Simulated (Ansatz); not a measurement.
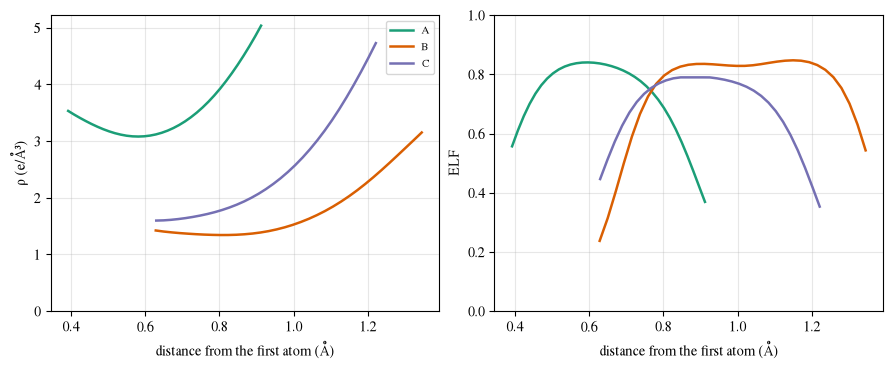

Figure. NO₂S (SMILES O=NS[O-]) (charge −1). Electron density and ELF along straight lines between neighbouring atoms. The curves leave out the atomic cores.

Geometry: BLYP-D3(BJ)/def2-SVPD.

These are results of isolated molecule in a Gaussian basis; Kohn-Sham density functional theory, functional PBE0 in Ansatz, not measurements.

Q: Which curve belongs to which contact (N–O, S–N and S–O)? The first atom named is at distance zero.

A: Curve A: N–O (1.26 Å): ρ at the midpoint is about 3.1 e/Å³; the ELF peaks at about 0.85 between the atoms: a covalent bond. Curve B: S–N (1.73 Å): ρ at the midpoint is about 1.4 e/Å³; the ELF peaks at about 0.85 between the atoms; localised, covalent bonding. Curve C: S–O (1.58 Å): ρ is about 1.7 e/Å³ halfway; the ELF peaks at about 0.80 between the atoms; a polar covalent bond.
